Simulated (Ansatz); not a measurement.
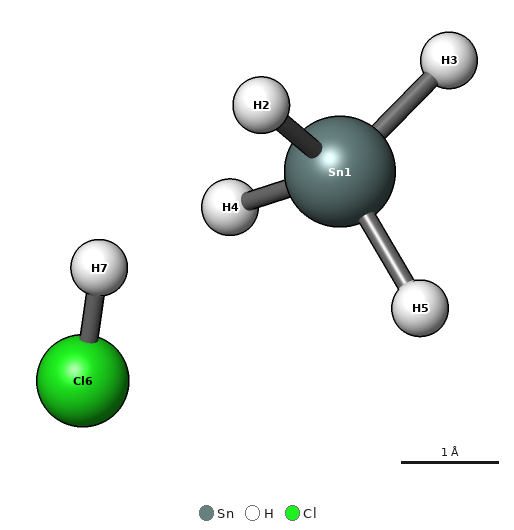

*The structure as given in the input (ball-and-stick view, seen at a tilt; atoms are numbered from 1 in the order of the input). Sticks mark near contacts.*

Bond lengths as drawn: Cl–H 1.29 Å and H–Sn 1.71 to 1.72 Å.

SnH5Cl: nudged elastic band

The run: nudged elastic band of SnH5Cl. Method and program: RKS B3LYP-D4/def2-SVP (Ansatz 0.2.0).

The run did not end well. One setting was made poor on purpose. It belongs to a series of runs on one base structure; here: band between the two ends.

### Output
```
Engine: ansatz 0.2.0, aarch64-unknown-linux-gnu
Functional definition: B3LYP
  parameter a0 = 0.2
  parameter ax = 0.72
  parameter ac = 0.81
  exchange = (1 - a0 - ax)*slater_x + ax*b88_x + a0*exact_x
  correlation = (1 - ac)*vwn_rpa_c + ac*lyp_c
818 factors; integrals over basis functions are off by at most 3.8e-4 eV
mean field evaluation 1: about -18432.7095 eV, gradient 1.2e1 eV
mean field evaluation 2: about -18433.0126 eV, gradient 7.9e0 eV
mean field evaluation 4: about -18433.1622 eV, gradient 1.8e-1 eV
mean field evaluation 8: about -18433.1600 eV, gradient 1.2e-3 eV
mean field -18433.15996300 eV, -677.4061341958 hartree, gradient 3.2e-5 eV, S^2 0.000000; 0 other end points of the search recorded, 0 dependent functions left out
the calculation of the forces begins
reference -18433.16022569 eV, -677.4061438493 hartree; 22, 22 occupied and 47, 47 virtual orbitals, 818 factors
821 factors; integrals over basis functions are off by at most 3.4e-4 eV
mean field evaluation 16: about -18433.7779 eV, gradient 2.3e0 eV
mean field -18433.79352182 eV, -677.4294170527 hartree, gradient 4.5e-5 eV, S^2 0.000000; 0 other end points of the search recorded, 0 dependent functions left out
[... from here on the field's lines of each further geometry are left out, up to the last ...]
NEB iter   1: max|band force component| = 4.698e0 eV/Å  barrier→ = 2.3979 eV  barrier← = 3.0448 eV  Δτ_max = 0.2000 Å  (217 SCF iters)
NEB iter   2: max|band force component| = 2.458e0 eV/Å  barrier→ = 1.7673 eV  barrier← = 2.4143 eV  Δτ_max = 0.2000 Å  (183 SCF iters)
NEB iter   3: max|band force component| = 1.040e0 eV/Å  barrier→ = 1.3675 eV  barrier← = 2.0145 eV  Δτ_max = 0.2000 Å  (178 SCF iters)
NEB iter   4: max|band force component| = 1.108e0 eV/Å  barrier→ = 1.2177 eV  barrier← = 1.8647 eV  Δτ_max = 0.1018 Å  (179 SCF iters)
NEB iter   5: max|band force component| = 5.191e-1 eV/Å  barrier→ = 1.2228 eV  barrier← = 1.8698 eV  Δτ_max = 0.1999 Å  (178 SCF iters)
the calculation of the forces begins
reference -18433.63962761 eV, -677.4237615451 hartree; 22, 22 occupied and 47, 47 virtual orbitals, 820 factors
these checks for a lower state are left out or cut short: starts, cluster_reference, orbital_swaps, neighbouring_geometries, increment
821 factors; integrals over basis functions are off by at most 3.4e-4 eV
mean field -18433.76904223 eV, -677.4285174444 hartree, gradient 8.0e-6 eV, S^2 0.000000; 0 other end points of the search recorded, 0 dependent functions left out
the calculation of the forces begins
reference -18433.76929733 eV, -677.4285268194 hartree; 22, 22 occupied and 47, 47 virtual orbitals, 821 factors
NEB iter   6: max|band force component| = 2.387e0 eV/Å  barrier→ = 1.2214 eV  barrier← = 1.8684 eV  Δτ_max = 0.0998 Å  (174 SCF iters)
```

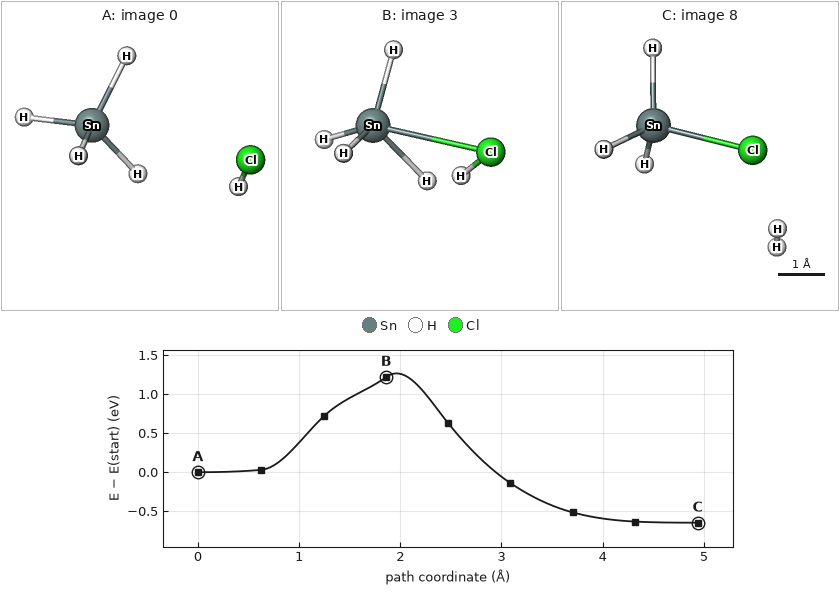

*Images of the last band (counted from 0; ball-and-stick, seen at an oblique angle) above the energy along the path; the line is a cubic interpolation that uses the forces.*

The highest image is number 3, 1.221 eV above the start and 1.868 eV above the end; the end lies 0.647 eV below the start. The path is 4.94 Å long. The band had not converged after 6 iterations.

```
Unfinished report: {"positions_ang":[[-0.13476543732304422,-1.9993659135647453e-8,-0.12346513994001998],[-0.03142917139774774,4.714610033760786e-10,1.8485617694452081],[1.5664528489141523,-1.285761238279847e-10,-0.014929025729943146],[-0.6879910319161757,1.4571168532049983,-0.8579285704872716],[-0.6879910235564024,-1.4571168346760812,-0.8579285634060505],[-2.5415861495518657,5.51378343275706e-10,1.3992331293572509],[-1.0883900551689163,5.704786429283578e-10,1.9043573907608258]],"unchecked":["starts","cluster_reference","orbital_swaps","neighbouring_geometries","increment"],"mean_field":{"relativity":"none","state":{"energy":{"ev":-18431.89768171715,"hartree":-677.3597462141319},"converged":true,"gradient_ev":0.00002388448286699776,"stability":{"kind":"minimum","curvature_ev":27.256470563566857},"curvature_floor_ev":0.00030000000000000003,"spin_squared":0.0},"others":[],"fillings":{"estimated":0,"unestimated":0,"tried":0,"untried":0,"excluded_magnetic_sites":0},"n_dropped_functions":0,"n_trapped_functions":0,"passes":{"evaluations":5,"products":19},"factors":{"origin":"Cholesky decomposition","count":820,"bound_ev":0.0010144411676674798},"gradient_stop_ev":0.00009,"reference_kind":"stationary","functional":{"name":"B3LYP","citations":["Stephens, Devlin, Chabalowski & Frisch, J. Phys. Chem. 98, 11623 (1994) doi:10.1021/j100096a001","Becke, Phys. Rev. A 38, 3098 (1988) doi:10.1103/PhysRevA.38.3098","Lee, Yang & Parr, Phys. Rev. B 37, 785 (1988) doi:10.1103/PhysRevB.37.785","Vosko, Wilk & Nusair, Can. J. Phys. 58, 1200 (1980) doi:10.1139/p80-159"],"text":"name \"B3LYP\"\ncite \"Stephens, Devlin, Chabalowski & Frisch, J. Phys. Chem. 98, 11623 (1994) doi:10.1021/j100096a001\"\ncite \"Becke, Phys. Rev. A 38, 3098 (1988) doi:10.1103/PhysRevA.38.3098\"\ncite \"Lee, Yang & Parr, Phys. Rev. B 37, 785 (1988) doi:10.1103/PhysRevB.37.785\"\ncite \"Vosko, Wilk & Nusair, Can. J. Phys. 58, 1200 (1980) doi:10.1139/p80-159\"\nparameter a0 = 0.2\nparameter ax = 0.72\nparameter ac = 0.81\nexchange = (1 - a0 - ax)*slater_x + ax*b88_x + a0*exact_x\ncorrelation = (1 - ac)*vwn_rpa_c + ac*lyp_c\n","parameters":{"a0":{"value":0.2,"default":0.2},"ac":{"value":0.81,"default":0.81},"ax":{"value":0.72,"default":0.72}},"final_grid":{"core_spheres":13.0,"valence_spheres":11.0,"degree":36.0},"final_grid_parameter_source":"default","radial_points_factor":1.0,"radial_grid_error_ev":6.729326096032238e-7,"grid_sensitivity":"normal","grid_sensitivity_ratio":0.0013437628806248659},"unsmoothed_excess_ev":-0.00024295236601309342,"symmetry":{"irreps":["A'","A''"],"axes":[[0.9999345224357954,-1.4528346918278775e-11,-0.01144337542414924],[0.01144337542414924,-3.2059183937652765e-11,0.9999345224357954],[-1.4894260915101058e-11,-1.0,-3.189083145229999e-11]],"occupied":[{"A'":16,"A''":6},{"A'":16,"A''":6}]},"held":{"pivots":818,"left_out":0,"joined":2},"density_repulsion":{"missed_ev":7.652755894956846e-6,"excess_ev":0.0,"most_excess_ev":0.0001188,"are_drawn_again":false,"n_first_factors":820,"energy_change_ev":0.0,"n_dropped_ends":0}},"factors":{"origin":"Cholesky decomposition","count":820,"bound_ev":0.0010144411676674798},"n_frozen":0,"n_occupied":[22,22],"n_virtual":[47,47],"reference":{"ev":-18431.89768171715,"hartree":-677.3597462141319},"dispersion":{"energy":{"ev":-0.19895700870195293,"hartree":-0.007311535211892662},"switches_in_reach":[]},"total":{"ev":-18432.096638725852,"hartree":-677.3670577493438},"forces_ev_per_angstrom":[[0.2323198125674576,5.608210191420788e-10,0.0821580434193388],[-0.00462434986008587,1.3321997271914846e-10,-0.4764742466675826],[0.4431908627875577,-7.850122366802423e-11,-0.24963466285916622],[0.05797527663659439,-0.15327214160785868,0.20130574198427212],[0.05797527669125032,0.15327214093987698,0.20130574148474575],[-0.2450078813825256,1.6000714694371125e-10,0.4068146627672605],[-0.541828997445159,-1.1229375766319031e-10,-0.1654752801287062]],"charge_distribution":{"dipole_moment_e_ang":[0.43021857710960276,2.701062488925252e-12,-0.28570065619994833],"mulliken_charges_e":[0.4799932822120141,-0.15027067607290956,-0.08812056105695754,-0.05558489403040312,-0.05558489403040001,-0.30677964310739014,0.17634738608603073],"lowdin_charges_e":[0.33341545528056926,-0.053006979918421404,-0.09055147764725602,-0.06503060442140773,-0.06503060442140463,-0.07784398595873654,0.018048197086622197]},"n_threads":1,"memory_gib":1.7045454550534487,"seconds":{"hamiltonian":2.185194199,"orbitals":0.0,"second_order":0.0,"solver_start":0.0,"cycles":0.0,"cycle":0.0,"perturbative":0.0,"full_ci_increment":0.0,"forces":0.0}}
this run last wrote the band of iteration 6 to [file]
Error: NEB band did not converge after 6 iterations: max|band force component| = 2.39e0 eV/Å (threshold 3.0e-2); raise `neb.max_iterations` in a new run, which can start from the last band evaluated (`neb.initial_path`, with `crystal.atoms` and `neb.final_atoms` set to its first and last images), add images, or start from endpoints closer to local minima. Where this run's directory can be resumed (`checkpoint.write`), a resume goes on for up to `neb.max_iterations` more; to start a new run from the last band, take its images' positions from the `neb_iteration` event of iteration 6 (`data.images[].positions_ang`), in the event stream of the run that computed that iteration (not this run's, if it was resumed behind it). With `checkpoint.write`, `steps/00-neb/state/checkpoint.json` in the run directory holds the last saved band, under `neb.evaluated.images[].positions_ang` (a band under a hybrid functional on support functions is neither saved nor resumed: `neb.initial_path` says where its path is): check the last entry of `neb.iterations` there, which is earlier than 6 if that iteration was not saved or its write failed. If the band's step has no `state` directory and holds `state.next`, a write was cut short, and the file is under `state.next` instead (behind a loss of power it can be under `state.prev`)
this run wrote the band of iteration 6 to [file] as well, whether or not its events were kept: a new run's `neb.initial_path` can list its `images[].positions_ang`
a run's events are kept only if it was started with --events-out <file>, and are in that file
```

### The last band as extended XYZ (Å, eV, eV/Å)
```
7
Properties=species:S:1:pos:R:3:forces:R:3 image=0 energy=-18433.31779
Sn    0.3115    0.0000   -0.1472   -0.0070   0.0000   0.0061
H     0.3086    0.0000    1.5754    0.0009   0.0000  -0.0158
H     1.9445    0.0000   -0.6837    0.0063   0.0000   0.0010
H    -0.4795    1.4073   -0.7207    0.0015   0.0057   0.0030
H    -0.4795   -1.4073   -0.7207    0.0015  -0.0057   0.0030
Cl   -3.1137    0.0000    1.5990    0.0133   0.0000   0.0126
H    -2.0975    0.0000    2.3957   -0.0164   0.0000  -0.0101
7
Properties=species:S:1:pos:R:3:forces:R:3 image=1 energy=-18433.28768
Sn    0.2099    0.0000   -0.0954    0.0684   0.0000  -0.0288
H     0.1191    0.0000    1.6347    0.0352   0.0000  -0.0718
H     1.8747    0.0000   -0.5125    0.0254   0.0000  -0.0247
H    -0.5547    1.4113   -0.6952    0.0255  -0.0155   0.0135
H    -0.5547   -1.4113   -0.6952    0.0255   0.0155   0.0135
Cl   -2.9655    0.0000    1.6351   -0.2411   0.0000   0.0177
H    -1.7347    0.0000    2.0264    0.0610   0.0000   0.0807
7
Properties=species:S:1:pos:R:3:forces:R:3 image=2 energy=-18432.59428
Sn    0.0425    0.0000   -0.0851    0.4137   0.0000  -0.2792
H    -0.1055    0.0000    1.6672    0.4414   0.0000   0.0551
H     1.7427    0.0000   -0.3319    0.1614   0.0000  -0.0476
H    -0.6090    1.4464   -0.7319   -0.0131  -0.0833   0.0801
H    -0.6090   -1.4464   -0.7319   -0.0131   0.0833   0.0801
Cl   -2.7194    0.0000    1.4402    1.5765   0.0000   1.4815
H    -1.3481    0.0000    2.0714   -2.5667   0.0000  -1.3700
7
Properties=species:S:1:pos:R:3:forces:R:3 image=3 energy=-18432.09640
Sn   -0.1348    0.0000   -0.1235    0.2323   0.0000   0.0822
H    -0.0314    0.0000    1.8486   -0.0046   0.0000  -0.4765
H     1.5665    0.0000   -0.0149    0.4432   0.0000  -0.2496
H    -0.6880    1.4571   -0.8579    0.0580  -0.1533   0.2013
H    -0.6880   -1.4571   -0.8579    0.0580   0.1533   0.2013
Cl   -2.5416    0.0000    1.3992   -0.2450   0.0000   0.4068
H    -1.0884    0.0000    1.9044   -0.5418   0.0000  -0.1655
7
Properties=species:S:1:pos:R:3:forces:R:3 image=4 energy=-18432.69255
Sn   -0.3479    0.0000   -0.2081   -0.4469   0.0000  -0.3056
H     0.0109    0.0000    2.0821    0.1576   0.0000   0.6408
H     1.3953    0.0000    0.0986   -0.5927   0.0000   0.3187
H    -0.6796    1.4977   -0.9424   -0.0014   0.0825  -0.2630
H    -0.6796   -1.4977   -0.9424   -0.0014  -0.0825  -0.2630
Cl   -2.5265    0.0000    1.1219   -0.0129   0.0000  -0.6923
H    -0.7782    0.0000    2.0882    0.8977   0.0000   0.5644
7
Properties=species:S:1:pos:R:3:forces:R:3 image=5 energy=-18433.45671
Sn   -0.4372    0.0000   -0.3467    0.2581   0.0000  -0.2520
H     0.0772    0.0000    2.3702    0.0360   0.0000   0.3738
H     1.1791    0.0000    0.3258   -0.5177   0.0000   0.0916
H    -0.6345    1.4905   -1.1465    0.0014   0.0189  -0.2905
H    -0.6345   -1.4905   -1.1465    0.0014  -0.0189  -0.2905
Cl   -2.4699    0.0000    0.9319   -0.1464   0.0000  -0.0965
H    -0.6858    0.0000    2.3098    0.3672   0.0000   0.4641
7
Properties=species:S:1:pos:R:3:forces:R:3 image=6 energy=-18433.83299
Sn   -0.4473    0.0000   -0.4896   -0.0277   0.0000  -0.0952
H     0.1005    0.0000    2.7021   -0.0776   0.0000   0.1695
H     0.9596    0.0000    0.4874   -0.0766   0.0000   0.0075
H    -0.5683    1.4453   -1.3892    0.0091   0.0266  -0.1255
H    -0.5683   -1.4453   -1.3892    0.0091  -0.0266  -0.1255
Cl   -2.4341    0.0000    0.8323   -0.0296   0.0000  -0.0608
H    -0.6478    0.0000    2.5441    0.1933   0.0000   0.2301
7
Properties=species:S:1:pos:R:3:forces:R:3 image=7 energy=-18433.95067
Sn   -0.4414    0.0000   -0.6380   -0.0016   0.0000   0.0098
H     0.0397    0.0000    3.1541   -0.0004   0.0000   0.0416
H     0.8813    0.0000    0.4501   -0.0177   0.0000  -0.0205
H    -0.5149    1.4263   -1.5801    0.0017   0.0191  -0.0273
H    -0.5149   -1.4263   -1.5801    0.0017  -0.0191  -0.0273
Cl   -2.4196    0.0000    0.6898    0.0050   0.0000  -0.0167
H    -0.6358    0.0000    2.8021    0.0114   0.0000   0.0403
7
Properties=species:S:1:pos:R:3:forces:R:3 image=8 energy=-18433.96475
Sn   -0.4049    0.0000   -0.7793   -0.0001   0.0000   0.0000
H    -0.1313    0.0000    3.5742   -0.0066   0.0000  -0.0036
H     0.9607    0.0000    0.2541    0.0001   0.0000  -0.0005
H    -0.5157    1.4249   -1.7242   -0.0002  -0.0003  -0.0001
H    -0.5157   -1.4249   -1.7242   -0.0002   0.0003  -0.0001
Cl   -2.3126    0.0000    0.6451    0.0004   0.0000  -0.0004
H    -0.6863    0.0000    3.0521    0.0067   0.0000   0.0046
```

This output came from the following input.

### Input
```yaml
crystal:
  periodic: [false, false, false]
  atoms:
    - { symbol: Sn, position_ang: [0.311538, 0.0, -0.14717] }
    - { symbol: H, position_ang: [0.308569, 0.0, 1.575436] }
    - { symbol: H, position_ang: [1.944476, 0.0, -0.683684] }
    - { symbol: H, position_ang: [-0.479541, 1.407277, -0.720665] }
    - { symbol: H, position_ang: [-0.479541, -1.407277, -0.720665] }
    - { symbol: Cl, position_ang: [-3.113654, 0.0, 1.598973] }
    - { symbol: H, position_ang: [-2.097547, 0.0, 2.395676] }
basis:
  gaussian: { orbitals: def2-SVP }
hamiltonian:
  xc: b3lyp
  dispersion: d4
neb:
  order_check: false
  images: 7
  f_tol: 0.03
  max_iterations: 6
  final_atoms:
    - { symbol: Sn, position_ang: [-0.40492676, 0.0, -0.77932733] }
    - { symbol: H, position_ang: [-0.13125379, 0.0, 3.57419729] }
    - { symbol: H, position_ang: [0.96071014, 0.0, 0.25413975] }
    - { symbol: H, position_ang: [-0.51566948, 1.424903, -1.72415197] }
    - { symbol: H, position_ang: [-0.51566948, -1.424903, -1.72415197] }
    - { symbol: Cl, position_ang: [-2.31256526, 0.0, 0.64513987] }
    - { symbol: H, position_ang: [-0.68632537, 0.0, 3.05205537] }
  initial_path:
    images:
      - { positions_ang: [[0.311538, 0.0, -0.14717], [0.308569, 0.0, 1.575436], [1.944476, 0.0, -0.683684], [-0.479541, 1.407277, -0.720665], [-0.479541, -1.407277, -0.720665], [-3.113654, 0.0, 1.598973], [-2.097547, 0.0, 2.395676]] }
      - { positions_ang: [[0.23601912, 0.0, -0.10773771], [0.22318026, 0.0, 1.70660901], [1.87377995, 0.0, -0.64661206], [-0.55918092, 1.41040775, -0.68684015], [-0.55918092, -1.41040775, -0.68684015], [-2.98000604, 0.0, 1.40239249], [-1.84031145, 0.0, 2.31692958]] }
      - { positions_ang: [[0.16050025, 0.0, -0.06830543], [0.13779151, 0.0, 1.83778202], [1.80308391, 0.0, -0.60954012], [-0.63882084, 1.4135385, -0.6530153], [-0.63882084, -1.4135385, -0.6530153], [-2.84635808, 0.0, 1.20581198], [-1.58307591, 0.0, 2.23818316]] }
      - { positions_ang: [[0.08498137, 0.0, -0.02887314], [0.05240277, 0.0, 1.96895502], [1.73238786, 0.0, -0.57246818], [-0.71846077, 1.41666925, -0.61919046], [-0.71846077, -1.41666925, -0.61919046], [-2.71271012, 0.0, 1.00923147], [-1.32584036, 0.0, 2.15943674]] }
      - { positions_ang: [[0.0094625, 0.0, 0.01055915], [-0.03298597, 0.0, 2.10012803], [1.66169181, 0.0, -0.53539624], [-0.79810069, 1.4198, -0.58536561], [-0.79810069, -1.4198, -0.58536561], [-2.57906215, 0.0, 0.81265095], [-1.06860481, 0.0, 2.08069032]] }
      - { positions_ang: [[-0.09413482, 0.0, -0.18691247], [-0.05755293, 0.0, 2.46864535], [1.4864464, 0.0, -0.33801224], [-0.72749289, 1.42107575, -0.8700622], [-0.72749289, -1.42107575, -0.8700622], [-2.51243793, 0.0, 0.77077318], [-0.97303495, 0.0, 2.32353158]] }
      - { positions_ang: [[-0.19773213, 0.0, -0.38438409], [-0.08211988, 0.0, 2.83716266], [1.31120098, 0.0, -0.14062825], [-0.65688508, 1.4223515, -1.15475879], [-0.65688508, -1.4223515, -1.15475879], [-2.44581371, 0.0, 0.72889541], [-0.87746509, 0.0, 2.56637285]] }
      - { positions_ang: [[-0.30132944, 0.0, -0.58185571], [-0.10668684, 0.0, 3.20567997], [1.13595556, 0.0, 0.05675575], [-0.58627728, 1.42362725, -1.43945538], [-0.58627728, -1.42362725, -1.43945538], [-2.37918948, 0.0, 0.68701764], [-0.78189523, 0.0, 2.80921411]] }
      - { positions_ang: [[-0.40492676, 0.0, -0.77932733], [-0.13125379, 0.0, 3.57419729], [0.96071014, 0.0, 0.25413975], [-0.51566948, 1.424903, -1.72415197], [-0.51566948, -1.424903, -1.72415197], [-2.31256526, 0.0, 0.64513987], [-0.68632537, 0.0, 3.05205537]] }
```

Run as:
```bash
ansatz run input.yaml --threads 1 --pin off --max-ram 2048MiB --backend cpu --events-out ev --progress --plain --runs-dir out
```

### What the run reported

- outcome: not converged
- barrier, forward (band not converged): 1.221 eV
- barrier, backward: 1.868 eV
- hardware: 1 thread of Arm Neoverse V2, 24 GiB of memory available, shared host
- wall time: 97 s
- peak memory: 0.14 GiB

### Diagnosis

The run did not converge: “NEB band did not converge after 6 iterations: max|band force component| = 2.39e0 eV/Å (threshold 3.0e-2); raise `neb.max_iterations` in a new run, which can start from the last band evaluated (`neb.initial_path`, with `crystal.atoms` and `neb.final_atoms` set to its first and last images), add images, or start from endpoints closer to local minima …” Its last values are not results. A deliberately poor setting: few iterations.
